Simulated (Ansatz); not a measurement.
# FH4N2Sc (SMILES [NH2][Sc]([NH2])[F]) at 6 levels

Aim: a comparison of 6 runs (HF/STO-3G, HF/def2-SVP, PBE/def2-SVP, PBE0/def2-SVP, CCSDT(Q)/B/STO-3G, CCSD(T)/3-21G) of FH4N2Sc. 

The calculation is run with Ansatz 0.2.0.

## 1. Starting point

FH4N2Sc has 8 atoms, charge 0, and is taken as a singlet. As SMILES, `[NH2][Sc]([NH2])[F]`. The shape is that of a PBE0-D4/def2-TZVP optimisation.

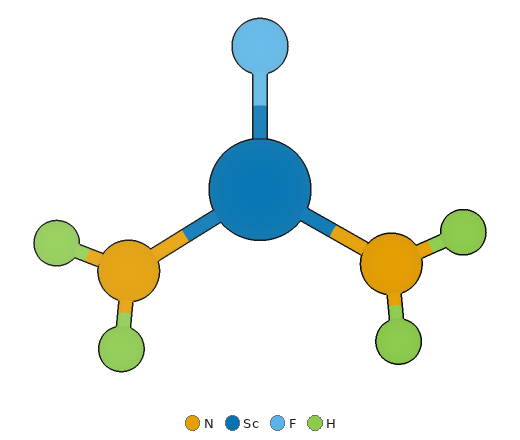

Viewed from a chosen angle; nitrogen amber, scandium blue, fluorine blue, hydrogen green.

## 2. Energy and gradient at HF/STO-3G (run 1)

Contents of input.yaml:

```yaml
crystal:
  periodic: [false, false, false]
  atoms:
    - {symbol: "N", position_ang: [0.685900, 1.525800, -0.468900]}
    - {symbol: Sc, position_ang: [-0.662100, 0.112600, -0.121900]}
    - {symbol: "N", position_ang: [-0.045900, -1.634700, 0.586400]}
    - {symbol: F, position_ang: [-2.463900, 0.419300, -0.453000]}
    - {symbol: H, position_ang: [0.511500, 2.456500, -0.826900]}
    - {symbol: H, position_ang: [1.684400, 1.447400, -0.318400]}
    - {symbol: H, position_ang: [0.911800, -1.889200, 0.795700]}
    - {symbol: H, position_ang: [-0.621600, -2.437700, 0.807000]}
basis:
  gaussian:
    orbitals: STO-3G
hamiltonian:
  xc: hf
accuracy: high
output:
  forces: true
  orbitals: {seedname: orbitals}
```

Command:

```
$ ansatz run input.yaml --threads 1 --pin off --max-ram 2610MiB --events-out events.jsonl --progress --plain --runs-dir runs
```

What it wrote:

```text
Warning: RAYON_NUM_THREADS=1 ignored (pool sized by the plan → 1); use --threads N
Functional definition: HF
  name "HF"
  exchange = exact_x
  correlation = 0
807 factors; integrals over basis functions are off by at most 3.9e-9 eV
mean field evaluation 1: about -26125.5422 eV, gradient 2.6e1 eV
mean field evaluation 2: about -26125.8286 eV, gradient 2.7e1 eV
mean field evaluation 4: about -26128.5745 eV, gradient 1.5e0 eV
mean field evaluation 8: about -26128.5974 eV, gradient 8.9e-4 eV
mean field -26128.59740594 eV, -960.2082440687 hartree, gradient 1.4e-8 eV, S^2 0.000000; 0 other end points of the search recorded, 0 dependent functions left out
the calculation of the forces begins
reference -26128.59740594 eV, -960.2082440687 hartree; 24, 24 occupied and 13, 13 virtual orbitals, 807 factors
Total energy: -26128.59740594 eV, -960.2082440687 hartree
Atom 0 at     0.685900     1.525800    -0.468900 Å, force    -0.176664    -0.107261     0.017652 eV/Å
Atom 1 at    -0.662100     0.112600    -0.121900 Å, force    -1.280566     0.219094    -0.235881 eV/Å
Atom 2 at    -0.045900    -1.634700     0.586400 Å, force    -0.117631     0.152061    -0.069469 eV/Å
Atom 3 at    -2.463900     0.419300    -0.453000 Å, force     0.276599    -0.047167     0.050748 eV/Å
Atom 4 at     0.511500     2.456500    -0.826900 Å, force     0.109672     0.761970    -0.262640 eV/Å
Atom 5 at     1.684400     1.447400    -0.318400 Å, force     0.767457     0.118069     0.050873 eV/Å
Atom 6 at     0.911800    -1.889200     0.795700 Å, force     0.658203    -0.359852     0.210753 eV/Å
Atom 7 at    -0.621600    -2.437700     0.807000 Å, force    -0.237070    -0.736915     0.237964 eV/Å
Dipole moment:     0.286048    -0.048757     0.052551 e Å
```

It took 0.64 s on 1 thread of AMD EPYC 9R45 (Zen 5), shared host.

## 3. Energy and forces at HF/def2-SVP (run 2)

Contents of job.yaml:

```yaml
crystal:
  periodic: [false, false, false]
  atoms:
    - {symbol: N, position_ang: [0.685900, 1.525800, -0.468900]}
    - {symbol: Sc, position_ang: [-0.662100, 0.112600, -0.121900]}
    - {symbol: "N", position_ang: [-0.045900, -1.634700, 0.586400]}
    - {symbol: F, position_ang: [-2.463900, 0.419300, -0.453000]}
    - {symbol: H, position_ang: [0.511500, 2.456500, -0.826900]}
    - {symbol: H, position_ang: [1.684400, 1.447400, -0.318400]}
    - {symbol: H, position_ang: [0.911800, -1.889200, 0.795700]}
    - {symbol: H, position_ang: [-0.621600, -2.437700, 0.807000]}
basis:
  gaussian:
    orbitals: def2-SVP
magnetization:
  spin_polarized: false
hamiltonian:
  xc: hf
accuracy: high
output:
  forces: true
  orbitals: {seedname: orbitals}
```

Command:

```
$ ansatz run job.yaml --threads 1 --pin off --max-ram 2610MiB --events-out events.jsonl --progress --plain --runs-dir runs
```

What it wrote, shortened:

```text
Warning: RAYON_NUM_THREADS=1 ignored (pool sized by the plan → 1); use --threads N
[... 2 set-up lines as earlier in the session ...]
[...]
2192 factors; integrals over basis functions are off by at most 3.9e-9 eV
[...]
mean field -26403.99287198 eV, -970.3288407763 hartree, gradient 1.6e-8 eV, S^2 0.000000; 0 other end points of the search recorded, 0 dependent functions left out
[...]
reference -26403.99287198 eV, -970.3288407763 hartree; 24, 24 occupied and 69, 69 virtual orbitals, 2192 factors
Total energy: -26403.99287198 eV, -970.3288407763 hartree
Atom 0 at     0.685900     1.525800    -0.468900 Å, force     0.362645     0.392073    -0.097117 eV/Å
Atom 1 at    -0.662100     0.112600    -0.121900 Å, force    -0.126446     0.022390    -0.023565 eV/Å
Atom 2 at    -0.045900    -1.634700     0.586400 Å, force     0.158855    -0.484800     0.195091 eV/Å
Atom 3 at    -2.463900     0.419300    -0.453000 Å, force    -0.087802     0.014866    -0.016141 eV/Å
Atom 4 at     0.511500     2.456500    -0.826900 Å, force     0.093170    -0.271755     0.109458 eV/Å
Atom 5 at     1.684400     1.447400    -0.318400 Å, force    -0.301484     0.065932    -0.060868 eV/Å
Atom 6 at     0.911800    -1.889200     0.795700 Å, force    -0.306864     0.038221    -0.051401 eV/Å
Atom 7 at    -0.621600    -2.437700     0.807000 Å, force     0.207926     0.223073    -0.055457 eV/Å
Dipole moment:     0.459000    -0.078224     0.084371 e Å
```

It took 2.3 s on 1 thread of AMD EPYC 9R45 (Zen 5), shared host; peak memory 0.31 GiB.

Run 3 isn't shown in full; the table further down has it.

## 4. Energy and forces at PBE0/def2-SVP (run 4)

Contents of run.yaml:

```yaml
basis:
  gaussian:
    orbitals: def2-SVP
crystal:
  periodic: [false, false, false]
  atoms:
    - symbol: N
      position_ang: [0.685900, 1.525800, -0.468900]
    - symbol: Sc
      position_ang: [-0.662100, 0.112600, -0.121900]
    - symbol: N
      position_ang: [-0.045900, -1.634700, 0.586400]
    - symbol: F
      position_ang: [-2.463900, 0.419300, -0.453000]
    - symbol: H
      position_ang: [0.511500, 2.456500, -0.826900]
    - symbol: H
      position_ang: [1.684400, 1.447400, -0.318400]
    - symbol: H
      position_ang: [0.911800, -1.889200, 0.795700]
    - symbol: H
      position_ang: [-0.621600, -2.437700, 0.807000]
hamiltonian:
  xc: {name: PBE0}
output:
  forces: true
  orbitals: {seedname: orbitals}
accuracy: high
```

Command:

```
$ ansatz run run.yaml --threads 1 --pin off --max-ram 2610MiB --events-out events.jsonl --progress --plain --runs-dir runs
```

What it wrote, shortened:

```text
Warning: RAYON_NUM_THREADS=1 ignored (pool sized by the plan → 1); use --threads N
Functional definition: PBE0
  name "PBE0"
[...]
2192 factors; integrals over basis functions are off by at most 3.9e-9 eV
[...]
mean field -26447.89234006 eV, -971.9421164719 hartree, gradient 2.3e-8 eV, S^2 0.000000; 0 other end points of the search recorded, 0 dependent functions left out
[...]
reference -26447.89234625 eV, -971.9421166993 hartree; 24, 24 occupied and 69, 69 virtual orbitals, 2192 factors
Total energy: -26447.89234625 eV, -971.9421166993 hartree
Atom 0 at     0.685900     1.525800    -0.468900 Å, force    -0.405500    -0.405716     0.097589 eV/Å
Atom 1 at    -0.662100     0.112600    -0.121900 Å, force    -0.159274     0.027918    -0.029530 eV/Å
Atom 2 at    -0.045900    -1.634700     0.586400 Å, force    -0.195807     0.504259    -0.206624 eV/Å
Atom 3 at    -2.463900     0.419300    -0.453000 Å, force     0.444097    -0.075658     0.081633 eV/Å
Atom 4 at     0.511500     2.456500    -0.826900 Å, force    -0.051153     0.253750    -0.098242 eV/Å
Atom 5 at     1.684400     1.447400    -0.318400 Å, force     0.267147    -0.026696     0.042252 eV/Å
Atom 6 at     0.911800    -1.889200     0.795700 Å, force     0.259904    -0.062472     0.054383 eV/Å
Atom 7 at    -0.621600    -2.437700     0.807000 Å, force    -0.159414    -0.215386     0.058539 eV/Å
Dipole moment:     0.450201    -0.076701     0.082770 e Å
```

It took 5.1 s on 1 thread of AMD EPYC 9R45 (Zen 5), shared host; peak memory 0.37 GiB.

Run 5 isn't shown in full; the table further down has it.

## 5. Energy and gradient at CCSD(T)/3-21G (run 6)

Contents of molecule.yaml:

```yaml
crystal:
  periodic: [false, false, false]
  atoms:
    - {symbol: "N", position_ang: [0.685900, 1.525800, -0.468900]}
    - {symbol: Sc, position_ang: [-0.662100, 0.112600, -0.121900]}
    - {symbol: N, position_ang: [-0.045900, -1.634700, 0.586400]}
    - {symbol: F, position_ang: [-2.463900, 0.419300, -0.453000]}
    - {symbol: H, position_ang: [0.511500, 2.456500, -0.826900]}
    - {symbol: H, position_ang: [1.684400, 1.447400, -0.318400]}
    - {symbol: H, position_ang: [0.911800, -1.889200, 0.795700]}
    - {symbol: H, position_ang: [-0.621600, -2.437700, 0.807000]}
basis:
  gaussian: {orbitals: 3-21G-spherical.json}
output: {forces: true, orbitals: {seedname: orbitals}}
correlation: {method: ccsd_t, frozen_orbitals: {F: 1, H: 0, "N": 1, Sc: 5}}
scf: {omitted_lower_state_checks: [cluster_reference, increment]}
accuracy: high
```

The basis set 3-21G is read from a file made from the Basis Set Exchange's data (not shown).

Command:

```
$ ansatz run molecule.yaml --threads 1 --pin off --max-ram 2610MiB --events-out events.jsonl --progress --plain --runs-dir runs
```

What it wrote:

```text
Warning: RAYON_NUM_THREADS=1 ignored (pool sized by the plan → 1); use --threads N
[... 12 lines left out ...]
8 core orbitals not correlated: weight in the atoms' cores, before any rotation towards them, 1.000 or more for the frozen orbitals, at most 0.000 for the correlated occupied ones
[... 25 lines left out ...]
Total energy: -26293.97800194 eV, -966.2858688727 hartree
[... 8 lines left out ...]
Dipole moment:     0.441531    -0.075205     0.081208 e Å
Checks for a lower state left out: cluster_reference, increment
```

Run time: 8.7 s. Hardware: 1 thread of AMD EPYC 9R45 (Zen 5), shared host; peak memory 0.39 GiB.

## 6. The series

| run | level | task | accuracy | diis vectors | energy (Eh) | dipole moment (D) | HOMO energy (eV) | LUMO energy (eV) | wall time |
| --- | --- | --- | --- | --- | --- | --- | --- | --- | --- |
| 1 | HF/STO-3G | gradient | high | – | -960.208244 | 1.42 | -8.16 | 5.02 | 0.64 s |
| 2 | HF/def2-SVP | gradient | high | – | -970.328841 | 2.27 | -10.24 | 0.97 | 2.3 s |
| 3 | PBE/def2-SVP | gradient | high | – | -971.907971 | 2.11 | -5.18 | -1.90 | 4.2 s |
| 4 | PBE0/def2-SVP | gradient | high | – | -971.942117 | 2.23 | -6.66 | -1.14 | 5.1 s |
| 5 | CCSDT(Q)/B/STO-3G (density fitting with def2-universal-jkfit) | energy | medium | 1 | -960.445983 | – | – | – | 7.5 s |
| 6 | CCSD(T)/3-21G | gradient | high | – | -966.285869 | 2.19 | -9.87 | 1.21 | 8.7 s |

## 7. What came out

| quantity | value |
| --- | --- |
| run 6: total energy | -966.28587 Eh |
| run 6: dipole moment (correlated density) | 2.19 D |
| run 6: HOMO energy (Hartree–Fock orbitals) | -9.87 eV |
| run 6: LUMO energy (Hartree–Fock orbitals) | 1.21 eV |
| run 6: HOMO–LUMO gap (Hartree–Fock orbitals) | 11.08 eV |
| run 6: correlation energy (8 core orbitals frozen) | -553.0 mEh |
| run 6: (T) correction | -13.52 mEh |
| run 6: T1 diagnostic | 0.017 |
| run 6: largest force on an atom | 0.945 eV/Å |

Among the runs that give it from their own density at one geometry, the dipole moment runs from 1.42 D (HF/STO-3G) to 2.27 D (HF/def2-SVP). Basis or surroundings differ between these two runs. Among the runs that give it from their own density at one geometry, the HOMO–LUMO gap runs from 3.28 eV (PBE/def2-SVP) to 13.19 eV (HF/STO-3G). Totals of different functionals can't be ranked against each other. All runs together took 28 s, the longest 8.7 s.
